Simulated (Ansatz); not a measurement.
# Al2H4Se (SMILES [AlH2][AlH][SeH]): RPA@PBE/cc-pVDZ

Aim: the vertical singlet–triplet gap of Al2H4Se at RPA@PBE/cc-pVDZ, from 2 runs. 

The results are computed with Ansatz 0.2.0.

51 further runs of the same task are left out: 51 set aside as unsound or not needed. Runs told in other sessions of the task aren't counted.

### Step 1. The molecule

Al2H4Se has 7 atoms, charge 0, and is taken as a singlet. SMILES: `[AlH2][AlH][SeH]`. The shape is that of a PBE0-D4/def2-TZVP optimisation. This is one conformer, not always the lowest.

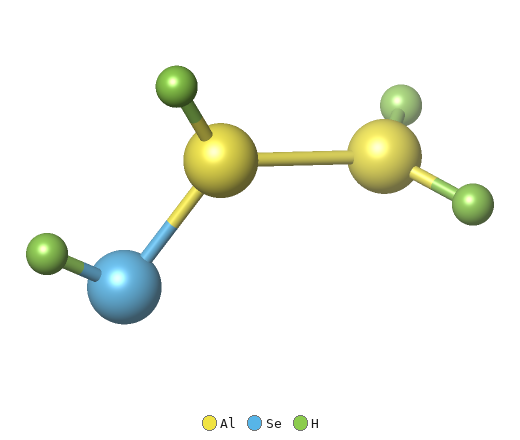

The structure, seen from a chosen angle (aluminium yellow, selenium blue, hydrogen green).

### Step 2. The energy at RPA@PBE/cc-pVDZ

molecule.yaml reads:

```yaml
crystal:
  periodic: [false, false, false]
  atoms:
    - symbol: Al
      position_ang: [-1.578100, 0.539600, -0.900300]
    - symbol: Al
      position_ang: [0.683400, 0.231600, 0.310300]
    - symbol: Se
      position_ang: [1.280700, -1.943000, 0.899300]
    - symbol: H
      position_ang: [-1.688000, 0.476100, -2.487900]
    - symbol: H
      position_ang: [-2.924300, 0.803000, -0.090900]
    - symbol: H
      position_ang: [1.737000, 1.353100, 0.713600]
    - symbol: H
      position_ang: [2.550600, -1.528300, 1.510400]
basis:
  gaussian:
    orbitals: cc-pVDZ
hamiltonian:
  xc: {name: PBE}
correlation:
  method: rpa
  frozen_orbitals: {Al: 5, H: 0, Se: 9}
accuracy: high
```

On the command line:

```console
$ ansatz run molecule.yaml --threads 1 --pin off --max-ram 2610MiB --events-out events.jsonl --progress --plain --runs-dir runs
```

The program printed:

```text
Warning: RAYON_NUM_THREADS=1 ignored (pool sized by the plan → 1); use --threads N
Functional definition: PBE
  name "PBE"
  parameter kappa = 0.804
  parameter beta = 0.06672455060314922
  exchange = pbe_x(kappa = kappa, mu = beta*pi^2/3)
  correlation = pbe_c(beta = beta)
1807 factors; integrals over basis functions are off by at most 4.8e-9 eV
mean field evaluation 1: about -78588.9598 eV, gradient 1.8e1 eV
mean field evaluation 2: about -78588.9514 eV, gradient 1.8e1 eV
mean field evaluation 4: about -78590.2524 eV, gradient 6.1e0 eV
mean field evaluation 8: about -78590.4165 eV, gradient 1.1e-1 eV
mean field evaluation 16: about -78590.4166 eV, gradient 7.8e-6 eV
mean field -78590.41659115 eV, -2888.1445392271 hartree, gradient 8.9e-8 eV, S^2 0.000000; 0 other end points of the search recorded, 0 dependent functions left out
19 core orbitals not correlated: weight in the atoms' cores, before any rotation towards them, 1.000 or more for the frozen orbitals, at most 0.000 for the correlated occupied ones
reference -78531.08079978 eV, -2885.9639891135 hartree; 13, 13 occupied and 51, 51 virtual orbitals, 1807 factors
Total energy: -78544.91721933 eV, -2886.4724681533 hartree
```

Wall time 12 s (1 thread of Arm Neoverse V2, shared host); peak memory 0.29 GiB.

### Step 3. The triplet, same level

input.yaml reads:

```yaml
crystal:
  periodic: [false, false, false]
  atoms:
    - {symbol: Al, position_ang: [-1.578100, 0.539600, -0.900300]}
    - {symbol: Al, position_ang: [0.683400, 0.231600, 0.310300]}
    - {symbol: Se, position_ang: [1.280700, -1.943000, 0.899300]}
    - {symbol: H, position_ang: [-1.688000, 0.476100, -2.487900]}
    - {symbol: H, position_ang: [-2.924300, 0.803000, -0.090900]}
    - {symbol: H, position_ang: [1.737000, 1.353100, 0.713600]}
    - {symbol: H, position_ang: [2.550600, -1.528300, 1.510400]}
basis:
  gaussian:
    orbitals: cc-pVDZ
magnetization:
  spin_polarized: true
  initial_magnetization: 2
hamiltonian:
  xc: {name: PBE}
correlation:
  method: rpa
  frozen_orbitals: {Al: 5, H: 0, Se: 9}
accuracy: high
```

On the command line:

```console
$ ansatz run input.yaml --threads 1 --pin off --max-ram 2610MiB --events-out events.jsonl --progress --plain --runs-dir runs
```

The program printed, shortened:

```text
Warning: RAYON_NUM_THREADS=1 ignored (pool sized by the plan → 1); use --threads N
[... 2 set-up lines as earlier in the session ...]
[...]
1807 factors; integrals over basis functions are off by at most 4.8e-9 eV
[...]
mean field -78587.72105788 eV, -2888.0454802065 hartree, gradient 4.0e-8 eV, S^2 2.004148; 8 other end points of the search recorded, 0 dependent functions left out
19 core orbitals not correlated: weight in the atoms' cores, before any rotation towards them, 1.000 or more for the frozen orbitals, at most 0.000 for the correlated occupied ones
reference -78527.99566235 eV, -2885.8506124040 hartree; 14, 12 occupied and 50, 52 virtual orbitals, 1807 factors
Total energy: -78541.93726516 eV, -2886.3629568574 hartree
```

Wall time 36 s (1 thread of Arm Neoverse V2, shared host); peak memory 0.36 GiB.

### Step 4. Results

Level: RPA@PBE/cc-pVDZ, 19 core orbitals frozen.

```
                                        quantity           value
                           singlet: total energy  -2886.47247 Eh
       singlet: RPA correlation energy (valence)      -508.5 mEh
                           triplet: total energy  -2886.36296 Eh
       triplet: RPA correlation energy (valence)      -512.3 mEh
      triplet: ⟨S²⟩ of the reference determinant           2.004
vertical energy of the triplet above the singlet        2.980 eV
```

In words: At this shape the triplet lies 2.98 eV (288 kJ/mol) above the singlet.
